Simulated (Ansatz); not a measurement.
C$_{2}$H$_{6}$FGe (SMILES [CH3][Ge+]([CH3])[F]) (charge +1)

Input file:

```
crystal:
  periodic: [false, false, false]
  atoms:
    - {symbol: C, position_ang: [-1.042262, -0.238361, -0.702922]}
    - {symbol: C, position_ang: [0.363114, -3.351205, 0.333493]}
    - {symbol: F, position_ang: [-1.899569, -2.967423, -1.593572]}
    - {symbol: Ge, position_ang: [-0.792229, -2.134635, -0.591678]}
    - {symbol: H, position_ang: [-0.259083, 0.290522, -0.142305]}
    - {symbol: H, position_ang: [-1.034273, 0.042394, -1.769311]}
    - {symbol: H, position_ang: [-2.040431, -0.012266, -0.288791]}
    - {symbol: H, position_ang: [1.035692, -3.801122, -0.418157]}
    - {symbol: H, position_ang: [-0.260125, -4.149218, 0.769184]}
    - {symbol: H, position_ang: [0.943704, -2.824783, 1.103847]}
basis:
  gaussian:
    orbitals: def2-TZVPD
magnetization:
  spin_polarized: false
total_charge: 1
hamiltonian:
  xc: {name: PBE0}
output: {forces: true, orbitals: {seedname: orbitals}}
```

Command:

```sh
ansatz run input.yaml --threads 2 --pin off --max-ram 4350MiB --events-out events.jsonl --progress --plain --runs-dir runs
```

Geometry: B3LYP-D3(BJ)/def2-SVP.

All numbers below come from Ansatz, isolated molecule in a Gaussian basis; Kohn-Sham density functional theory, functional PBE0.

Q: What can the converged electron density and electron localisation function tell about the bonding?

A: Ge–F (1.71 Å): ρ at the midpoint is about 1.1 e/Å³; the ELF peaks at about 0.80 in the valence shell of F, 0.5 Å from its nucleus, and is about 0.25 at the midpoint.
C–Ge (1.92 Å): ρ at the midpoint is about 0.94 e/Å³; the ELF peaks at about 0.90 in the valence shell of C, 0.7 Å from its nucleus, and is about 0.70 at the midpoint.
C–H (1.10 Å): the density is about 2 e/Å³ at the midpoint; the ELF climbs to about 1 towards the hydrogen, as it does in any bond to H (an ordinary covalent bond to hydrogen).

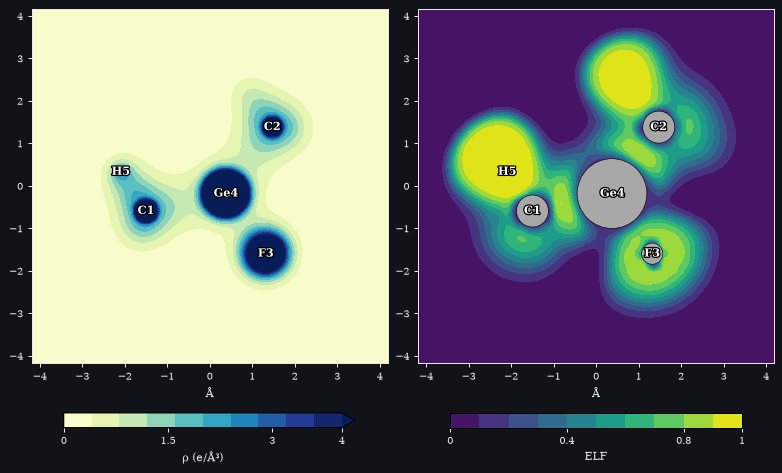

Computed electron density and electron localisation function on the plane of atoms Ge4, C1 and H5, in this order. Grey discs cover the atomic cores in the ELF map. 
